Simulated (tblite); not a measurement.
## Frequency calculation of C₈H₁₃FSi

The run: frequency calculation of C₈H₁₃FSi. Method and program: GFN2-xTB harmonic vibrations, gas phase (tblite 0.8.0).

It belongs to a series of runs on one base structure; here: H on C replaced by cPr.

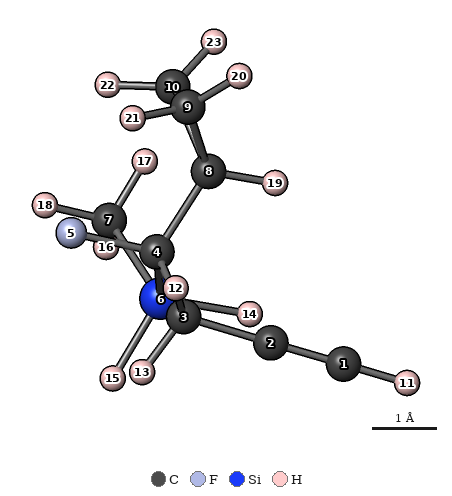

**Figure 1.** The structure as given in the input (ball-and-stick view, seen at a tilt; atoms are numbered from 1 in the order of the input). Bond lengths as drawn: C–C 1.20 to 1.54 Å, C–F 1.41 Å, C–H 1.05 to 1.10 Å, C–Si 1.89 to 1.93 Å and H–Si 1.46 to 1.47 Å.

Key numbers

| quantity | value |
| --- | --- |
| outcome | converged |
| total energy | −819.5963 eV |
| zero-point energy | 112.6590 kcal/mol |
| hardware | 1 CPU thread, shared host |
| wall time | 1.1 s |
| peak memory | 0.18 GiB |

The input
```
{"job": {"kind": "ir", "xc": "GFN2-xTB", "basis": "xTB"}, "charge": 0, "multiplicity": 1}
C      2.417423    -2.424707    -0.710529
C      1.987312    -1.678120     0.119968
C      1.492349    -0.760323     1.120152
C      0.204955    -0.058097     0.664714
F     -0.170506     0.782482     1.727430
Si    -1.259140    -1.292641     0.400787
C     -2.849801    -0.302904     0.131448
C      0.478859     0.795246    -0.553153
C      1.133051     2.138907    -0.422004
C     -0.308305     2.040185    -0.822919
H      2.794569    -3.083817    -1.433714
H      2.260615    -0.006980     1.326498
H      1.290640    -1.306578     2.046033
H     -0.931838    -2.128568    -0.756811
H     -1.346744    -2.102562     1.620960
H     -3.703349    -0.969052     0.054857
H     -2.803863     0.286026    -0.780013
H     -3.034127     0.377897     0.957606
H      0.761526     0.185405    -1.402993
H      1.862427     2.432193    -1.161831
H      1.348315     2.499599     0.572566
H     -1.047126     2.336072    -0.094180
H     -0.581994     2.267322    -1.842562
```

The first line tells a small driver script what to run in tblite; the rest is the geometry in Å.

Command:
```bash
OMP_NUM_THREADS=1 python <driver script> task.json out
```

What the program printed
```
mode    cm-1     km/mol
  1      28.3      0.25
  2      55.9      0.25
  3      79.8      0.04
  4     102.8      0.59
  5     132.3      0.77
  6     136.8      0.02
  7     164.2      0.77
  8     217.2      1.92
  9     234.4      1.80
 10     260.0      3.30
 11     300.7      0.62
 12     315.9      4.83
 13     389.6     13.84
 14     414.9     11.51
 15     461.0     49.57
 16     523.9      1.28
 17     591.7      8.62
 18     623.0     11.53
 19     638.9     23.18
 20     667.8     86.90
 21     688.5     76.17
 22     754.9     96.70
 23     774.1    182.77
 24     804.9      0.36
 25     824.4     77.98
 26     832.5     40.71
 27     844.8    176.41
 28     855.8      5.47
 29     953.0     40.67
 30     977.5      7.39
 31     995.6      2.37
 32    1017.2      4.93
 33    1052.3      4.66
 34    1073.9      0.63
 35    1080.3      2.77
 36    1089.8     16.14
 37    1106.5      0.35
 38    1136.2      1.53
 39    1158.9      0.12
 40    1188.9      0.71
 41    1251.5      0.34
 42    1291.6      4.76
 43    1365.5     13.36
 44    1380.2      0.65
 45    1436.0      0.06
 46    1448.3      5.91
 47    1475.0      0.98
 48    1478.6      0.53
 49    1488.9      0.42
 50    2238.7    355.71
 51    2260.9    229.41
 52    2295.8     24.82
 53    2933.6     25.43
 54    2959.5     25.71
 55    3039.1     10.03
 56    3040.0     19.56
 57    3047.4     37.40
 58    3047.9     15.70
 59    3082.8     23.79
 60    3087.4     25.19
 61    3096.2      9.59
 62    3111.8     51.82
 63    3400.3      5.90
```

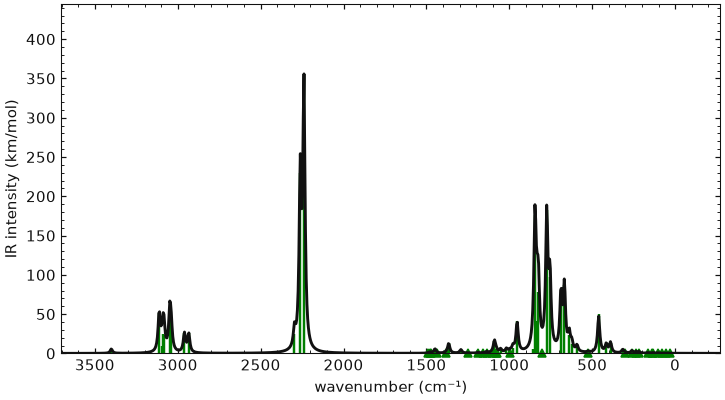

**Figure 2.** Harmonic infrared spectrum, unscaled: sticks (degenerate modes added up, dark ones marked on the axis) with a Lorentzian envelope of 16 cm⁻¹ full width, scaled to the tallest stick. 63 modes from 28 to 3400 cm⁻¹, none imaginary. The strongest line is at 2239 cm⁻¹ (356 km/mol).
